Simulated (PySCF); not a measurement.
# CoOH₂: relaxation and vibrations of the quartet

Aim: relax CoOH₂ as a quartet from a trigonal pyramidal start, check by its vibrations whether the end is a minimum, and collect its spectrum and constants.

Method: PBE0, basis Co def2-TZVP, O def2-TZVP, H def2-TZVP, no relativity, density fitting; program: PySCF 2.14.0.

## (1) Starting geometry

4 atoms, charge 0, spin multiplicity 4.

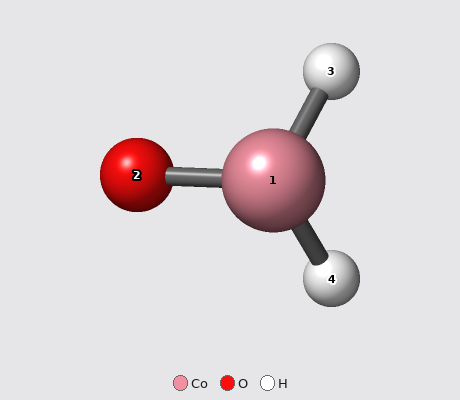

The starting geometry (cobalt pink, oxygen red, hydrogen white); atoms are numbered from 1 in the order of the file.

Z-matrix (Å, degrees; charge 0 multiplicity 4):
```
Co
O  1 1.6000
H  1 1.4300 2 99.75
H  1 1.4300 2 99.75 3 -101.77
```

## (2) First SCF at the start

The steps below are one call of a driver around PySCF. For each, scf.py gives the equivalent set-up of the SCF; relaxations use the driver's own optimiser. After this first run the driver tries any further starts and a stability analysis.

scf.py

```python
from pyscf import gto, scf, dft
mol = gto.M(atom='''
Co     0.000000    -0.327090    -0.000010
O      0.113930     1.268850     0.000020
H     -0.904100    -0.505410    -1.093440
H     -0.904120    -0.505400     1.093470''',
    basis={'Co': 'def2-TZVP', 'O': 'def2-TZVP', 'H': 'def2-TZVP'},
    charge=0, spin=3)
mf = dft.UKS(mol, xc='PBE0')
mf.grids.atom_grid = (50, 194)
aux = {'Co': 'def2-universal-JKFIT', 'O': 'def2-universal-JKFIT', 'H': 'def2-universal-JKFIT'}
mf = mf.density_fit(auxbasis=aux)
mf.conv_tol = 1e-08
mf.diis_space = 10
mf.max_cycle = 60
mf.init_guess = 'minao'
mf.verbose = 4
mf.kernel()
```

On the command line:

```
> OMP_NUM_THREADS=4 python axn.py task.json out
```

Log:

```text
init E= -1457.88462968935
[... the frontier-level lines of each cycle are left out ...]
cycle= 1 E= -1442.76168830752  delta_E= 15.1  |g|= 5.66  |ddm|= 10.4
cycle= 2 E= -1414.67927962741  delta_E= 28.1  |g|= 11.8  |ddm|= 13.3
cycle= 3 E= -1446.74108924542  delta_E= -32.1  |g|= 7.36  |ddm|= 6.55
cycle= 4 E= -1447.02152051747  delta_E= -0.28  |g|= 6.59  |ddm|= 1.56
cycle= 5 E= -1451.20108137105  delta_E= -4.18  |g|= 5.83  |ddm|= 1.77
cycle= 6 E= -1452.93217143671  delta_E= -1.73  |g|= 4.85  |ddm|= 1.04
cycle= 7 E= -1455.64353221031  delta_E= -2.71  |g|= 3.68  |ddm|= 1.03
cycle= 8 E= -1456.67314293646  delta_E= -1.03  |g|= 3.06  |ddm|= 0.514
cycle= 9 E= -1456.1273152176  delta_E= 0.546  |g|= 3.45  |ddm|= 0.275
cycle= 10 E= -1456.59281909461  delta_E= -0.466  |g|=  3.1  |ddm|= 0.179
cycle= 11 E= -1457.0329288405  delta_E= -0.44  |g|= 2.83  |ddm|= 0.268
cycle= 12 E= -1456.71992138314  delta_E= 0.313  |g|= 2.86  |ddm|= 1.59
cycle= 13 E= -1458.57647977702  delta_E= -1.86  |g|= 0.923  |ddm|= 1.15
cycle= 14 E= -1458.7699272036  delta_E= -0.193  |g|= 0.0827  |ddm|= 0.301
cycle= 15 E= -1458.77338956453  delta_E= -0.00346  |g|= 0.0883  |ddm|= 0.0848
cycle= 16 E= -1458.77672584334  delta_E= -0.00334  |g|= 0.0412  |ddm|= 0.0454
cycle= 17 E= -1458.77977191093  delta_E= -0.00305  |g|= 0.0147  |ddm|= 0.0992
cycle= 18 E= -1458.78027805781  delta_E= -0.000506  |g|= 0.0103  |ddm|= 0.0386
cycle= 19 E= -1458.78041819909  delta_E= -0.00014  |g|= 0.00416  |ddm|= 0.0194
cycle= 20 E= -1458.78045168038  delta_E= -3.35e-05  |g|= 0.00111  |ddm|= 0.0129
cycle= 21 E= -1458.7804548523  delta_E= -3.17e-06  |g|= 0.000636  |ddm|= 0.00304
cycle= 22 E= -1458.78045576736  delta_E= -9.15e-07  |g|= 0.000505  |ddm|= 0.00158
cycle= 23 E= -1458.78045614774  delta_E= -3.8e-07  |g|= 0.000207  |ddm|= 0.000915
cycle= 24 E= -1458.78045635547  delta_E= -2.08e-07  |g|= 0.000111  |ddm|= 0.000912
cycle= 25 E= -1458.78045641092  delta_E= -5.54e-08  |g|= 0.000122  |ddm|= 0.00041
cycle= 26 E= -1458.78045644611  delta_E= -3.52e-08  |g|= 5.75e-05  |ddm|= 0.000427
cycle= 27 E= -1458.78045645491  delta_E= -8.8e-09  |g|= 3.13e-05  |ddm|= 0.000185
Extra cycle  E= -1458.78045645229  delta_E= 2.62e-09  |g|= 0.000136  |ddm|= 6.32e-05
converged SCF energy = -1458.78045645229  <S^2> = 3.8446066  2S+1 = 4.0470269
```

This step, with its further starts and checks, needed 11 s of wall time on 4 threads of Arm Neoverse V2, shared host.

The starts that the driver tried:

```tsv
start	energy (Eh)
the minimal-basis guess	-1458.780456
a thermally smeared density	-1458.780456
a smeared PBE density	-1458.780456
```

No lower solution of this spin turned up from the other starts or in the test of internal stability.

## (3) Relaxing the quartet from the trigonal pyramidal start

The program finds Cs symmetry in the start, which this walk keeps. The walk stops when the largest gradient is under 0.0003 Eh/bohr and the energy has settled too.

scf.py: that of step 2 with these lines changed.

```diff
@@ -3,4 +3,4 @@
-Co     0.000000    -0.327090    -0.000010
-O      0.113930     1.268850     0.000020
-H     -0.904100    -0.505410    -1.093440
-H     -0.904120    -0.505400     1.093470''',
+Co     0.000001    -0.327090    -0.000000
+O      0.113931     1.268850     0.000001
+H     -0.904112    -0.505403    -1.093453
+H     -0.904107    -0.505406     1.093457''',
@@ -16 +15,0 @@
-mf.init_guess = 'minao'
```

The optimiser's trace:

```tsv
step	energy (Eh)	change (kJ/mol)	largest symmetric gradient (Eh/bohr)
0	-1458.780456	0.00	0.02697
1	-1458.787373	-18.16	0.02150
2	-1458.796345	-41.71	0.01723
3	-1458.797997	-46.05	0.01995
4	-1458.801018	-53.98	0.01725
5	-1458.805972	-66.99	0.01196
6	-1458.821151	-106.84	0.01690
7	-1458.825181	-117.42	0.00615
8	-1458.825755	-118.93	0.00909
9	-1458.825981	-119.53	0.00326
10	-1458.825998	-119.57	0.00189
11	-1458.826017	-119.62	0.00268
12	-1458.826034	-119.67	0.00322
13	-1458.826072	-119.76	0.00384
14	-1458.826149	-119.97	0.00413
15	-1458.826256	-120.25	0.00332
16	-1458.826369	-120.54	0.00244
17	-1458.826407	-120.64	0.00104
18	-1458.826410	-120.65	0.00017
```

The walk took 27 s.

Geometry (Å) and forces (eV/Å) at some steps:

```
step 0
Co   0.000  -0.327   0.000   1.387   0.630   0.000
O    0.114   1.269   0.000   0.551   0.647   0.000
H   -0.904  -0.505  -1.093  -0.969  -0.639  -0.336
H   -0.904  -0.505   1.093  -0.969  -0.639   0.336
step 1
Co   0.018  -0.287   0.000   0.731   1.106   0.000
O    0.163   1.321   0.000   0.412  -0.081   0.000
H   -0.937  -0.552  -1.068  -0.571  -0.512  -0.021
H   -0.937  -0.552   1.068  -0.571  -0.512   0.021
step 9
Co  -0.102   0.231   0.000  -0.079   0.159   0.000
O    0.689   1.691   0.000  -0.015  -0.168   0.000
H   -1.141  -0.996  -0.423   0.047   0.005   0.035
H   -1.141  -0.996   0.423   0.047   0.005  -0.035
step 18
Co  -0.206   0.298   0.000   0.001  -0.009   0.000
O    0.744   1.663   0.000   0.000   0.005   0.000
H   -1.116  -1.015  -0.424   0.000   0.002   0.003
H   -1.116  -1.015   0.424   0.000   0.002  -0.003
```

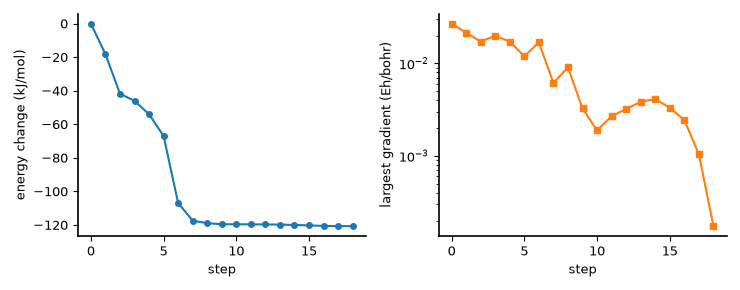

How energy and gradient fall.

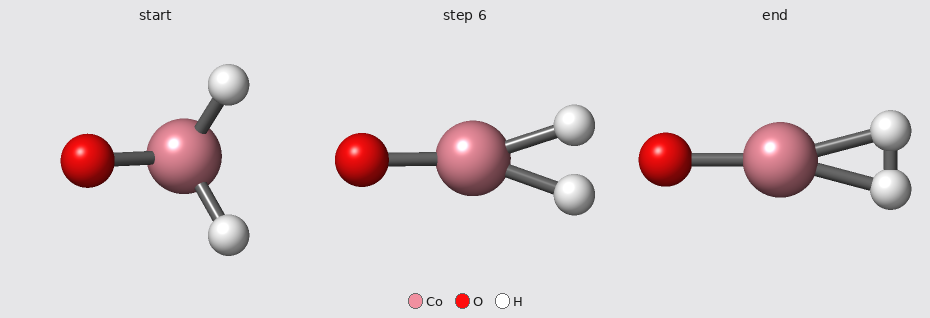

The geometry along the walk, at one scale.

End point (C2v, 18 steps, 120.7 kJ/mol gained): Co–H 1.653 Å (×2), Co–O 1.663 Å, H–H 0.848 Å; Co–H–H 75.1° (×2), H–Co–H 29.7°, H–Co–O 165.1° (×2).

## (4) Is it a minimum? Harmonic modes

The point is checked on the finer grid, and tightened if its gradient asks for it. The Hessian and the dipole derivatives come from central differences of analytic gradients, with steps of 0.02 bohr.

scf.py: that of step 3 with these lines changed.

```diff
@@ -3,4 +3,4 @@
-Co     0.000001    -0.327090    -0.000000
-O      0.113931     1.268850     0.000001
-H     -0.904112    -0.505403    -1.093453
-H     -0.904107    -0.505406     1.093457''',
+Co    -0.173392    -0.249741     0.000000
+O      0.775264     1.116631    -0.000001
+H     -1.084273    -1.561703    -0.423721
+H     -1.084271    -1.561704     0.423722''',
@@ -10 +10 @@
-mf.grids.atom_grid = (50, 194)
+mf.grids.atom_grid = (75, 302)
@@ -13 +13 @@
-mf.conv_tol = 1e-08
+mf.conv_tol = 1e-10
```

This SCF starts from the last density.

Log of the central SCF (cycles and frontier levels):

```text
init E= -1458.82634885545
[... the frontier-level lines of each cycle are left out ...]
cycle= 1 E= -1458.82634885545  delta_E= 1.59e-12  |g|= 5.34e-06  |ddm|= 3.39e-06
Extra cycle  E= -1458.82634885533  delta_E= 1.18e-10  |g|= 2.29e-05  |ddm|= 1.01e-05
converged SCF energy = -1458.82634885533  <S^2> = 3.7810027  2S+1 = 4.0154714
```

The whole step took 33 s.

Geometry: C2v; Co–H 1.652 Å (×2), Co–O 1.663 Å, H–H 0.847 Å; Co–H–H 75.1° (×2), H–Co–H 29.7°, H–Co–O 165.1° (×2).

Modes, for the most abundant isotopes:

```json
{"symmetry": "b1", "ω (cm⁻¹)": "201", "IR (km/mol)": "6.0"}
{"symmetry": "b2", "ω (cm⁻¹)": "357", "IR (km/mol)": "15.1"}
{"symmetry": "a1", "ω (cm⁻¹)": "661", "IR (km/mol)": "0.7"}
{"symmetry": "a1", "ω (cm⁻¹)": "1023", "IR (km/mol)": "304"}
{"symmetry": "b2", "ω (cm⁻¹)": "1638", "IR (km/mol)": "4.5"}
{"symmetry": "a1", "ω (cm⁻¹)": "2947", "IR (km/mol)": "528"}
```

Every mode is real; the point is a minimum.

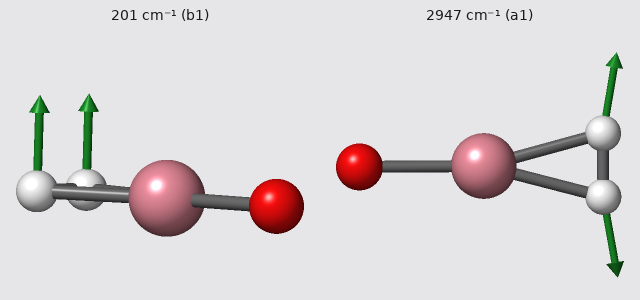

Displacements of 2 of the modes, as arrows (one member where a mode is degenerate).

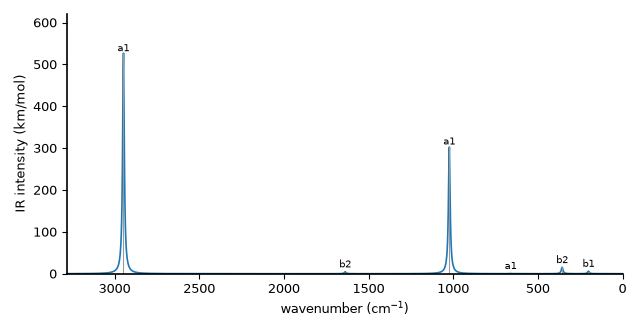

The harmonic infrared spectrum (widths in cm⁻¹). Lines are broadened to a width of 12 cm⁻¹ (Lorentzian).

Properties at this point:

```yaml
Dipole_moment: 4.97 D
Highest_occupied_level: -6.01 eV
Lowest_empty_level: -2.59 eV
Rotational_constants: 46.58, 0.3986, 0.3952 cm⁻¹
Zero-point_energy: 40.8 kJ/mol
Principal_polarisabilities: 20.4, 36.7, 57.4 bohr³
Atomisation_energy_without_zero-point_energy: 837 kJ/mol
Principal_traceless_quadrupole_moments_about_the_centre_of_mass: -3.72, 1.10, 2.63 D Å
Entropy_at_298.15_K_and_1_bar_electronic_part_spin_only: 259.8 J/(mol K)
Heat_capacity_Cp_at_298.15_K: 52.9 J/(mol K)
Enthalpy_at_298.15_K_above_0_K: 12.75 kJ/mol
Rotational_symmetry_number: 2
Spin_squared_⟨S²⟩: 3.781
```

Charges (e) and bond orders:

| atom | Mulliken | Löwdin | polar tensor | spin (Mulliken) | Mayer order to Co1 |
| --- | --- | --- | --- | --- | --- |
| Co1 | 0.45 | 0.20 | 0.35 | 2.30 | – |
| O2 | -0.56 | -0.37 | -0.52 | 0.78 | 1.53 |
| H3,4 | 0.06 | 0.09 | 0.08 | -0.04 | 0.43 |

Outer orbital energies (eV). α occupied: -10.94, -10.54, -10.47, -10.29, -9.27, -7.85, -7.39, -6.87; empty: -0.79, 0.11, 1.26, 2.66. β occupied: -65.44, -23.09, -15.24, -8.97, -8.42, -7.94, -7.67, -6.01; empty: -2.59, -2.34, -1.45, -0.44.

Mulliken populations on Co1: s 6.48, p 12.35, d 7.72, f 0.00.

## (5) Summary of results

```
                                          quantity                                                                                              value
                                           minimum                                                                                       quartet, C2v
                                          geometry  Co–H 1.652 Å (×2), Co–O 1.663 Å, H–H 0.847 Å; Co–H–H 75.1° (×2), H–Co–H 29.7°, H–Co–O 165.1° (×2)
                                wavenumbers (cm⁻¹)                                      201 (b1), 357 (b2), 661 (a1), 1023 (a1), 1638 (b2), 2947 (a1)
                                     dipole moment                                                                                             4.97 D
highest occupied, lowest empty level (either spin)                                                                                    -6.01, -2.59 eV
                        polar-tensor charge of Co1                                                                                            +0.35 e
                                 zero-point energy                                                                                        40.8 kJ/mol
                               entropy at 298.15 K                                                                                    259.8 J/(mol K)
         atomisation energy (no zero-point energy)                                                                                         837 kJ/mol
                                              ⟨S²⟩                                                                                              3.781
```

In words: The trigonal pyramidal start (Cs) ends in a minimum of C2v symmetry. In the infrared the band at 2947 cm⁻¹ (a1) leads. Most of the spin sits on Co1 (Mulliken spin 2.30, against 3 for the whole molecule). Only this shape and spin were tried, so other structures or states may lie lower. One determinant may miss the lowest occupation of an open d or f shell.

The search up to here took 70 s.
